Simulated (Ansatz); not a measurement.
# CH5Al2N: small, medium and large basis sets

How large a basis does CH5Al2N need? Two functionals are run in growing sets.

Program: Ansatz 0.2.0, Gaussian basis. Level of theory: one geometry, several basis sets. These are calculated values, not measurements.

Plan: PBE0-D4/def2-SVP; ωB97M-V/def2-SVP; PBE0-D4/def2-QZVPP; ωB97M-V/def2-QZVPP; the functionals' def2-TZVPP values are taken from earlier runs.

## 1. The relaxed structure

The geometry comes from an earlier relaxation with PBE0-D4 in a triple-zeta def2 set; it is a stationary point, not always the lowest conformer.

9 atoms, charge 0, spin multiplicity 1.

Atoms are counted from 1 here; the program's logs count them from 0.

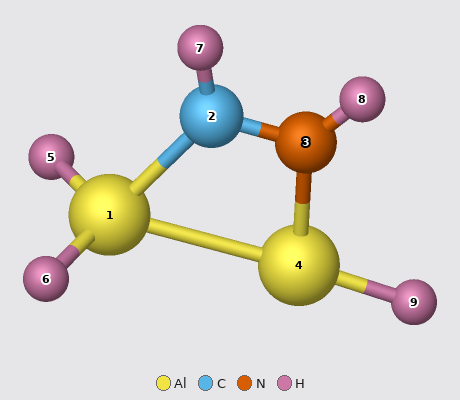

The geometry (aluminium yellow, carbon blue, nitrogen orange, hydrogen pink); atoms are numbered from 1 in the order of the file.

## 2. PBE0-D4 in def2-SVP

File in.yaml:

```yaml
crystal:
  periodic: [false, false, false]
  atoms:
    - {symbol: Al, position_ang: [-1.091215, 1.104361, 0.239865]}
    - {symbol: C, position_ang: [0.844885, 0.538722, -0.282163]}
    - {symbol: N, position_ang: [0.998537, -0.748183, -0.238149]}
    - {symbol: Al, position_ang: [-0.742405, -1.462287, 0.319575]}
    - {symbol: H, position_ang: [-1.856397, 1.707889, -1.026713]}
    - {symbol: H, position_ang: [-1.088169, 1.896875, 1.627576]}
    - {symbol: H, position_ang: [1.732298, 1.115813, -0.579485]}
    - {symbol: H, position_ang: [1.910082, -1.136758, -0.476411]}
    - {symbol: H, position_ang: [-0.619216, -3.062632, 0.398704]}
basis:
  gaussian: {orbitals: def2-SVP}
hamiltonian: {xc: pbe0, dispersion: d4}
output: {orbitals: {seedname: orbitals}}
```

Run with:

```
$ ansatz run in.yaml --threads 2 --pin off --events-out ev --progress --plain --max-ram 4352MiB
```

What it wrote:

```text
Functional definition: PBE0
  name "PBE0"
  cite "Adamo & Barone, J. Chem. Phys. 110, 6158 (1999) doi:10.1063/1.478522"
  cite "Perdew, Burke & Ernzerhof, Phys. Rev. Lett. 77, 3865 (1996) doi:10.1103/PhysRevLett.77.3865"
  parent pbe
  parameter a = 0.25
  parameter kappa = 0.804
  parameter beta = 0.06672455060314922
  exchange = (1 - a)*pbe_x(kappa = kappa, mu = beta*pi^2/3) + a*exact_x
  correlation = pbe_c(beta = beta)
865 factors; integrals over basis functions are off by at most 1.3e-3 eV
mean field evaluation 1: about -15782.4003 eV, gradient 3.7e1 eV
mean field evaluation 2: about -15780.6029 eV, gradient 4.7e1 eV
mean field evaluation 4: about -15785.7058 eV, gradient 3.3e0 eV
mean field evaluation 8: about -15785.8776 eV, gradient 1.2e-1 eV
mean field evaluation 16: about -15785.8777 eV, gradient 4.2e-5 eV
mean field -15785.87769114 eV, -580.1203050971 hartree, gradient 4.2e-5 eV, S^2 0.000000; 0 other end points of the search recorded, 0 dependent functions left out
reference -15785.87772487 eV, -580.1203063366 hartree; 22, 22 occupied and 67, 67 virtual orbitals, 865 factors
Total energy: -15786.03644432 eV, -580.1261391689 hartree
```

It took 1.5 s on 2 threads of Arm Neoverse V1, shared host.

## 3. ωB97M-V in def2-SVP

in.yaml: that of step 2 with these lines changed.

```diff
@@ -14,3 +14,3 @@
   gaussian: {orbitals: def2-SVP}
-hamiltonian: {xc: pbe0, dispersion: d4}
+hamiltonian: {xc: {name: wB97M-V}}
 output: {orbitals: {seedname: orbitals}}
```

The command is unchanged.

What it wrote, cut to the lines that bear on the results:

```text
Functional definition: wB97M-V
  name "wB97M-V"
  cite "Mardirossian & Head-Gordon, J. Chem. Phys. 144, 214110 (2016) doi:10.1063/1.4952647"
  cite "Becke, J. Chem. Phys. 107, 8554 (1997) doi:10.1063/1.475007"
  cite "Vydrov & Van Voorhis, J. Chem. Phys. 133, 244103 (2010) doi:10.1063/1.3521275"
  # Of w^i u^j: cxij and so on, Table III.
[...]
  gx(w, u) = 1 - cx + cx01*u + cx10*w
  gss(w, u) = css00 + css04*u^4 + css10*w + css20*w^2 + css43*w^4*u^3
  gos(w, u) = cos00 + cos10*w + (cos20 + cos21*u)*w^2 + (cos60 + cos61*u)*w^6
[...]
      + integral(e_c_pw_mod_opposite_spin*gos(b97_w_opposite, b97_u_opposite)) + vv10(b, c)
1034 factors; their error is unknown
289 factors; integrals over basis functions are off by at most 1.1e-5 eV
[...]
mean field -15793.02808201 eV, -580.3830771150 hartree, gradient 2.7e-5 eV, S^2 0.000000; 0 other end points of the search recorded, 0 dependent functions left out
reference -15793.02813537 eV, -580.3830790759 hartree; 22, 22 occupied and 67, 67 virtual orbitals, 1034 factors
Total energy: -15793.02813537 eV, -580.3830790759 hartree
```

Run time: 6 s. Hardware: 2 threads of Arm Neoverse V1, shared host; peak memory 0.26 GiB.

## 4. PBE0-D4 in def2-QZVPP

in.yaml: that of step 3 with these lines changed.

```diff
@@ -13,4 +13,4 @@
 basis:
-  gaussian: {orbitals: def2-SVP}
-hamiltonian: {xc: {name: wB97M-V}}
+  gaussian: {orbitals: "def2-QZVPP.json"}
+hamiltonian: {xc: pbe0, dispersion: d4}
 output: {orbitals: {seedname: orbitals}}
```

Launched as before.

What it wrote:

```text
Functional definition: PBE0
  name "PBE0"
  cite "Adamo & Barone, J. Chem. Phys. 110, 6158 (1999) doi:10.1063/1.478522"
  cite "Perdew, Burke & Ernzerhof, Phys. Rev. Lett. 77, 3865 (1996) doi:10.1103/PhysRevLett.77.3865"
  parent pbe
  parameter a = 0.25
  parameter kappa = 0.804
  parameter beta = 0.06672455060314922
  exchange = (1 - a)*pbe_x(kappa = kappa, mu = beta*pi^2/3) + a*exact_x
  correlation = pbe_c(beta = beta)
1470 factors; their error is unknown
mean field evaluation 1: about -15788.0569 eV, gradient 5.1e1 eV
mean field evaluation 2: about -15782.3940 eV, gradient 7.0e1 eV
mean field evaluation 4: about -15793.8045 eV, gradient 6.5e0 eV
mean field evaluation 8: about -15793.8987 eV, gradient 3.9e-2 eV
mean field evaluation 16: about -15793.9099 eV, gradient 1.7e-5 eV
mean field -15793.90989662 eV, -580.4154832042 hartree, gradient 1.7e-5 eV, S^2 0.000000; 0 other end points of the search recorded, 0 dependent functions left out
reference -15793.90994531 eV, -580.4154849934 hartree; 22, 22 occupied and 382, 382 virtual orbitals, 1470 factors
Total energy: -15794.06866476 eV, -580.4213178257 hartree
```

Wall time 11 s (2 threads of Arm Neoverse V1, shared host); peak memory 1.1 GiB.

## 5. ωB97M-V in def2-QZVPP

in.yaml: that of step 4 with these lines changed.

```diff
@@ -14,3 +14,3 @@
   gaussian: {orbitals: "def2-QZVPP.json"}
-hamiltonian: {xc: pbe0, dispersion: d4}
+hamiltonian: {xc: {name: wB97M-V}}
 output: {orbitals: {seedname: orbitals}}
```

Same command.

What it wrote, cut to the lines that bear on the results:

```text
Functional definition: wB97M-V
  name "wB97M-V"
  cite "Mardirossian & Head-Gordon, J. Chem. Phys. 144, 214110 (2016) doi:10.1063/1.4952647"
  cite "Becke, J. Chem. Phys. 107, 8554 (1997) doi:10.1063/1.475007"
  cite "Vydrov & Van Voorhis, J. Chem. Phys. 133, 244103 (2010) doi:10.1063/1.3521275"
  # Of w^i u^j: cxij and so on, Table III.
[...]
  gx(w, u) = 1 - cx + cx01*u + cx10*w
  gss(w, u) = css00 + css04*u^4 + css10*w + css20*w^2 + css43*w^4*u^3
  gos(w, u) = cos00 + cos10*w + (cos20 + cos21*u)*w^2 + (cos60 + cos61*u)*w^6
[...]
      + integral(e_c_pw_mod_opposite_spin*gos(b97_w_opposite, b97_u_opposite)) + vv10(b, c)
1384 factors; their error is unknown
388 factors; integrals over basis functions are off by at most 1.6e-5 eV
[...]
mean field -15801.14850876 eV, -580.6814972939 hartree, gradient 5.3e-5 eV, S^2 0.000000; 0 other end points of the search recorded, 0 dependent functions left out
reference -15801.14858854 eV, -580.6815002257 hartree; 22, 22 occupied and 382, 382 virtual orbitals, 1384 factors
Total energy: -15801.14858854 eV, -580.6815002257 hartree
```

Wall time 28 s (2 threads of Arm Neoverse V1, shared host); peak memory 1.4 GiB.

## 6. Density functionals: the series

The def2-TZVPP values come from earlier runs at the same geometry.

```csv
functional,basis,functions,energy (eV),from the largest (eV),HOMO (eV),LUMO (eV)
PBE0-D4,def2-SVP,89,-15786.0364,8.032,-6.18,-2.06
PBE0-D4,def2-TZVPP,216,-15793.5260,0.543,-6.18,-2.10
PBE0-D4,def2-QZVPP,404,-15794.0687,0.000,-6.18,-2.12
ωB97M-V,def2-SVP,89,-15793.0281,8.120,-8.02,-0.04
ωB97M-V,def2-TZVPP,216,-15800.6211,0.527,-8.07,-0.14
ωB97M-V,def2-QZVPP,404,-15801.1486,0.000,-8.08,-0.24
```

## 7. Results

| quantity | value |
| --- | --- |
| PBE0-D4: double and triple zeta above quadruple | 8.03, 0.54 eV |
| ωB97M-V: double and triple zeta above quadruple | 8.12, 0.53 eV |

**Reading.** PBE0-D4 gains 7.49 eV from double to triple zeta, then 0.54 eV more. Total energies overstate the basis error of differences, where much of it tends to cancel.

For PBE0-D4 the largest set took about 7 times as long as the smallest (11 s against 1.5 s).
